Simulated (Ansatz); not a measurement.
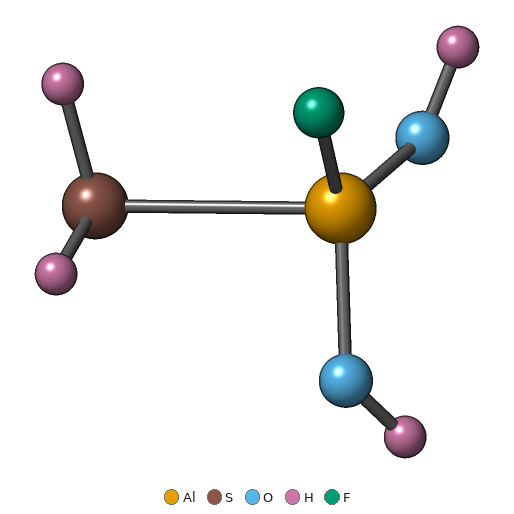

Harmonic vibrations computed with RKS PBE0-D4/def2-TZVP (Ansatz 0.2.0) at a stationary point of the same level.

Question: How many imaginary frequencies does it have?

Answer: A minimum: no imaginary frequency, and the lowest mode lies at 63 cm⁻¹.

Question: How many vibrational modes are there, and where do they lie?

Answer: 21 modes: 63, 107, 114, 196, 212, 221, 265, 272, 330, 463, 518, 628, 649, 687, 880, 909, 1196, 2709, 2722, 3968, 3971 cm⁻¹.
